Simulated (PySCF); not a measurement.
# The bond of AlBi+, level by level

Aim: find the lowest electronic state of AlBi+, scan its bond at several levels of theory, and get bond length, wavenumber and dissociation energy from each curve.

The runs use PySCF 2.14.0; Al def2-SVPD, Bi def2-SVPD with ECP60, scalar-relativistic core potentials.

## (1) Input

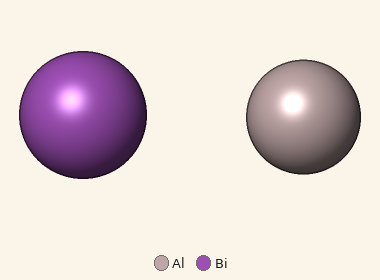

The two atoms at the starting distance (aluminium light grey, bismuth purple).

Settings of the job:

```yaml
atoms: Al, Bi
charge: 1
basis: Al def2-SVPD, Bi def2-SVPD with ECP60
Hamiltonian: scalar-relativistic core potentials
basis_functions: 56
electrons_treated: 35
masses_in_u: 26.9815, 208.9804
levels: PBE0, PBE, r²SCAN, LDA, B97-3, r²SCANh, HF, MP2, SCS-MP2, CCSD, CCSD(T)
grid: 80 radial by 434 angular points
occupations: held fixed by the projection of orbital angular momentum
dissociation_limit: Al+ + Bi, each in its ground configuration
starting_distance_in_angstrom: 2.755
values_of_2S_to_try: 1, 3
```

Run with:

```bash
> OMP_NUM_THREADS=1 python dia.py task.json out
```

After this run come: First curve: PBE0; Other states along the same grid; PBE (GGA); r²SCAN (meta-GGA); LDA (local density); B97-3 (global hybrid GGA); r²SCANh (hybrid meta-GGA); ROHF; Adding correlation.

Q: Predict the outcome of this session. Wanted: for each run, Re; ωe; De; μ.

**Answer**, as computed:

Lowest PBE0 solution found, without spin–orbit coupling: ⁴Σ⁻ (quartet), unpaired electrons σ ↑, π ↑↑. State 2 has its PBE0 minimum 0.37 eV higher, as a spin-mixed determinant (⟨S²⟩ = 1.76), so this is no gap between pure states. State 3 has its PBE0 minimum 0.50 eV higher, as a spin-mixed determinant (⟨S²⟩ = 1.76), so this is no gap between pure states. State 4 has its PBE0 minimum 1.00 eV higher. The other levels ran on the lowest alone.

| level | Re (Å) | ωe (cm⁻¹) | De (eV) | μ (D) |
| --- | --- | --- | --- | --- |
| ROHF | 3.379 | 81.5 | 0.317 | -9.53 |
| ROHF-SCS-MP2 | 3.056 | 110.9 | 0.496 | n/a |
| ROHF-CCSD | 3.058 | 125.4 | 0.54 | n/a |
| ROHF-CCSD(T) | 3.018 | 134.2 | 0.59 | n/a |
| LDA | 2.804 | 204.0 | 1.34 | -5.94 |
| PBE | 2.877 | 181.9 | 1.14 | -6.07 |
| r²SCAN | 2.859 | 186.2 | 1.09 | -6.28 |
| r²SCANh | 2.863 | 183.6 | 1.04 | -6.39 |
| PBE0 | 2.879 | 176.6 | 1.00 | -6.37 |
| B97-3 | 2.913 | 167.6 | 0.94 | -6.52 |

De is counted to Al+ + Bi in their ground configurations. A positive dipole points from Al to Bi; in an ion it is taken about the centre of mass and does not tell which atom is negative. No constants: ROHF-MP2 (fits of two degrees disagree).

What this shows: The methods spread over 0.575 Å in bond length, from LDA to ROHF. CCSD(T) can't serve as the judge here: for a weak bond in this basis it is far from its limit. Among the levels with a De in the table, it runs from 0.317 eV (ROHF) to 1.34 eV (LDA).

Correlated steps freeze 9 core orbitals. Spin–orbit coupling is left out, which matters for elements this heavy, above all for dissociation energies. With spin–orbit coupling the term label itself may not hold.
